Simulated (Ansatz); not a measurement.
```
atom    x (Å)    y (Å)    z (Å)
  Zn  -0.0969  -1.1491   0.3500
   O   0.8387  -1.0501   1.8794
   O  -1.0699  -1.5545  -1.1065
   H   0.8929   2.5153   0.4157
  As   0.1566   1.4722  -0.3911
   H   0.9113  -1.8720   2.3669
   H  -1.3510  -2.4680  -1.1752
   H  -1.0859   2.2987  -0.6253
   H   0.8044   1.8075  -1.7139
```

The reactant side of a reaction path; geometry: PBE0-D4/def2-TZVP; a saddle point, not a minimum.

Level of theory: RKS PBE0-D4/def2-TZVPP in Ansatz 0.2.0.

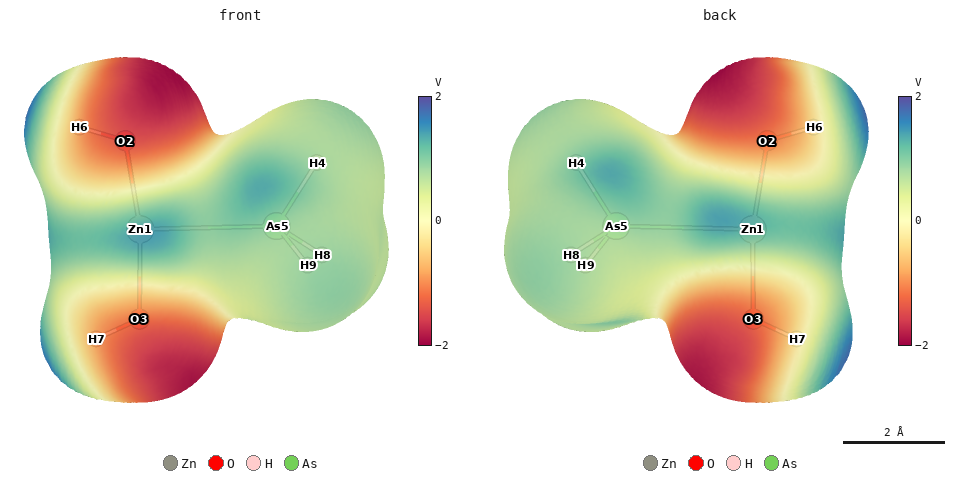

AsH$_{5}$O$_{2}$Zn. The molecular electrostatic potential painted on the density surface at 0.002 e/bohr³, seen from the front and from behind; the colour scale runs from red (negative) to blue (positive).

Q: Describe the electrostatic potential map.

A: The most negative region (about −1.9 V, or −44 kcal/mol for a unit charge) lies over O2, the most positive (about +1.7 V, or +39 kcal/mol for a unit charge) over H6 and H7. O2 is the likeliest acceptor of a hydrogen bond.
